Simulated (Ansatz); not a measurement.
**One shape, several levels: CH3F (fluoromethane)**

Wanted: a comparison of 6 runs (CAM-B3LYP/STO-3G, r2SCAN/STO-3G, r2SCAN0/STO-3G, revPBE/STO-3G, wB97M-V/STO-3G, MP2/STO-3G) of CH3F (fluoromethane). 

The calculation is run with Ansatz 0.2.0.

55 further runs of the same task are left out: 3 that didn't finish, 52 set aside as unsound or not needed.

## Step 1: Starting point

The species is CH3F (5 atoms), meant as a singlet with charge 0. As SMILES, `CF`. The H4–C1 distance was set to 2.185 Å, away from the relaxed value. At this shape a bond of the SMILES string is far longer than usual.

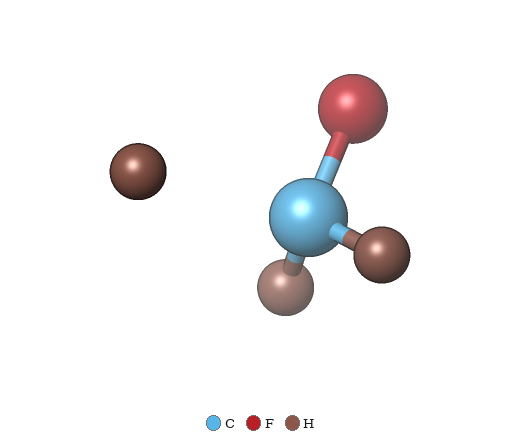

Viewed from a chosen angle; carbon blue, fluorine red, hydrogen brown.

## Step 2: The energy at CAM-B3LYP/STO-3G (run 1)

File input.yaml:

```yaml
crystal:
  periodic: [false, false, false]
  atoms:
    - {symbol: C, position_ang: [0.003400, -0.730201, 0.787601]}
    - {symbol: F, position_ang: [1.148200, -1.473601, 0.611201]}
    - {symbol: H, position_ang: [-0.864600, -1.390001, 0.721801]}
    - {symbol: H, position_ang: [-0.104800, 0.796000, -0.772000]}
    - {symbol: H, position_ang: [0.034300, -0.254601, 1.770501]}
basis:
  gaussian: {orbitals: STO-3G}
hamiltonian: {xc: {name: CAM-B3LYP}}
accuracy: high
```

Launch:

```sh
ansatz run input.yaml --threads 1 --pin off --max-ram 2610MiB --events-out events.jsonl --progress --plain --runs-dir runs
```

Output:

```text
Warning: RAYON_NUM_THREADS=1 ignored (pool sized by the plan → 1); use --threads N
Functional definition: CAM-B3LYP
  name "CAM-B3LYP"
  parameter alpha = 0.19
  parameter beta = 0.46
  parameter omega = 0.33/bohr
  parameter ac = 0.81
  exchange = (1 - alpha - beta)*b88_x + beta*b88_x_sr(omega) + alpha*exact_x + beta*exact_x_lr(omega)
  correlation = (1 - ac)*vwn5_c + ac*lyp_c
206 factors; integrals over basis functions are off by at most 2.5e-8 eV
124 factors; integrals over basis functions are off by at most 7.1e-10 eV
mean field evaluation 1: about -3739.9746 eV, gradient 2.3e1 eV
mean field evaluation 2: about -3737.2124 eV, gradient 3.2e1 eV
mean field evaluation 4: about -3742.5138 eV, gradient 8.5e-1 eV
mean field evaluation 8: about -3742.4668 eV, gradient 3.3e-3 eV
mean field evaluation 16: about -3742.4668 eV, gradient 4.6e-8 eV
mean field -3742.46682699 eV, -137.5331191568 hartree, gradient 6.4e-8 eV, S^2 0.000000; 0 other end points of the search recorded, 0 dependent functions left out
reference -3742.46683842 eV, -137.5331195769 hartree; 9, 9 occupied and 4, 4 virtual orbitals, 206 factors
Total energy: -3742.46683842 eV, -137.5331195769 hartree
```

Wall time 0.81 s (1 thread of Arm Neoverse V1, shared host).

## Step 3: The energy at r2SCAN/STO-3G (run 2)

input.yaml: that of step 2 with these lines changed.

```diff
@@ -9,4 +9,6 @@
 basis:
-  gaussian: {orbitals: STO-3G}
-hamiltonian: {xc: {name: CAM-B3LYP}}
+  gaussian:
+    orbitals: STO-3G
+hamiltonian:
+  xc: {name: r2SCAN}
 accuracy: high
```

Launch:

```sh
ansatz run input.yaml --threads 1 --pin off --max-ram 2610MiB --events-out events.jsonl --progress --plain --runs-dir runs
```

Output:

```text
Warning: RAYON_NUM_THREADS=1 ignored (pool sized by the plan → 1); use --threads N
Functional definition: r2SCAN
  name "r2SCAN"
  parameter k0 = 0.174
  parameter k1 = 0.065
  parameter a1 = 4.9479
  exchange = r2scan_x(k0 = k0, k1 = k1, a1 = a1)
  correlation = r2scan_c
206 factors; integrals over basis functions are off by at most 2.5e-8 eV
mean field evaluation 1: about -3740.9525 eV, gradient 2.0e1 eV
mean field evaluation 2: about -3731.9743 eV, gradient 3.0e1 eV
mean field evaluation 4: about -3742.0500 eV, gradient 1.6e1 eV
mean field evaluation 8: about -3742.8997 eV, gradient 1.2e1 eV
mean field evaluation 16: about -3743.4206 eV, gradient 2.9e-8 eV
mean field -3743.42057490 eV, -137.5681687461 hartree, gradient 2.9e-8 eV, S^2 0.000000; 0 other end points of the search recorded, 0 dependent functions left out
reference -3743.42057525 eV, -137.5681687587 hartree; 9, 9 occupied and 4, 4 virtual orbitals, 206 factors
Total energy: -3743.42057525 eV, -137.5681687587 hartree
```

Run time: 1.8 s. Hardware: 1 thread of Arm Neoverse V1, shared host; peak memory 0.12 GiB.

Runs 3 to 5 aren't shown in full; the table further down has their settings and results.

## Step 4: The energy at MP2/STO-3G (run 6)

File input.yaml:

```yaml
crystal:
  periodic: [false, false, false]
  atoms:
    - symbol: C
      position_ang: [0.003400, -0.730201, 0.787601]
    - symbol: F
      position_ang: [1.148200, -1.473601, 0.611201]
    - symbol: H
      position_ang: [-0.864600, -1.390001, 0.721801]
    - symbol: H
      position_ang: [-0.104800, 0.796000, -0.772000]
    - symbol: H
      position_ang: [0.034300, -0.254601, 1.770501]
basis:
  gaussian:
    orbitals: STO-3G
total_charge: 0
correlation:
  method: mp2
  frozen_orbitals: {C: 1, F: 1, H: 0}
accuracy: high
```

Launch:

```sh
ansatz run input.yaml --threads 1 --pin off --max-ram 2610MiB --events-out events.jsonl --progress --plain --runs-dir runs
```

Output, cut to the lines that bear on the results:

```text
Warning: RAYON_NUM_THREADS=1 ignored (pool sized by the plan → 1); use --threads N
Functional definition: HF
  name "HF"
[...]
206 factors; integrals over basis functions are off by at most 2.5e-8 eV
[...]
mean field -3725.30882106 eV, -136.9025740688 hartree, gradient 1.0e-8 eV, S^2 0.000000; 0 other end points of the search recorded, 0 dependent functions left out; unrestricted orbitals would lower it
[...]
unrestricted determinant -3728.01775122 eV, -137.0021254160 hartree, S^2 0.8931
2 core orbitals not correlated: weight in the atoms' cores, before any rotation towards them, 1.000 or more for the frozen orbitals, at most 0.000 for the correlated occupied ones
reference -3725.30882106 eV, -136.9025740688 hartree; 7, 7 occupied and 4, 4 virtual orbitals, 206 factors
second order -3.56450270 eV of doubles, -0.00000000 eV of singles
Total energy: -3728.87332376 eV, -137.0335671270 hartree
```

Wall time 0.08 s (1 thread of Arm Neoverse V1, shared host).

## Step 5: The series

| run | level | frozen core orbitals | energy (Eh) | wall time |
| --- | --- | --- | --- | --- |
| 1 | CAM-B3LYP/STO-3G | – | -137.533120 | 0.81 s |
| 2 | r2SCAN/STO-3G | – | -137.568169 | 1.8 s |
| 3 | r2SCAN0/STO-3G | – | -137.542134 | 1.6 s |
| 4 | revPBE/STO-3G | – | -137.597653 | 0.76 s |
| 5 | wB97M-V/STO-3G | – | -137.587408 | 12 s |
| 6 | MP2/STO-3G | 2 | -137.033567 | 0.08 s |

## Step 6: What came out

| quantity | value |
| --- | --- |
| run 6: total energy | -137.03357 Eh |
| run 6: correlation energy (2 core orbitals frozen) | -131.0 mEh |

What this shows: Totals of different functionals can't be ranked against each other. In run 6 the log says that unrestricted orbitals would lower the reference, so the values rest on an unstable closed-shell determinant (other closed-shell runs at this shape may share the fault). In runs 1, 2, 3, 4, 5, 6 the basis is minimal, so the values are rough. In runs 1, 2, 3, 4, 5, 6 a closed-shell determinant meets a far-stretched bond, which it describes badly. All runs together took 17 s, the longest 12 s.
